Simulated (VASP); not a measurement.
Band structure of ZnSe (zinc blende). Level of theory: PBE GGA, VASP's PBE PAW potentials (set 64) (plane waves; VASP).

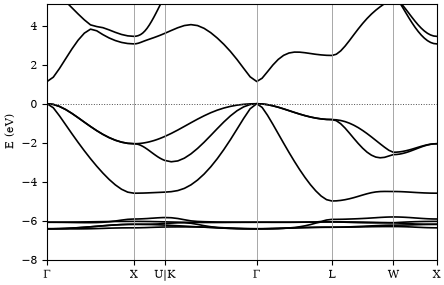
Figure. Bands along high-symmetry lines, zero at the valence-band maximum or, without a gap, the Fermi level

Task: Read the plot: is there a gap, and where are the band edges?

Result: The gap is direct, 1.14 eV, from the valence maximum at Γ to the conduction minimum at Γ. (Edges off the drawn lines would not show.)

Measured: gap 2.87 eV (computed value off by -1.73 eV), as given by Wei Chen et al., Physical Review Materials (2018), doi:10.1103/physrevmaterials.2.073803 [zero-point renormalisation of 0.05 eV added back (the table's ZPR column)].

The compound is ZnSe in the zinc blende structure. It was relaxed first.
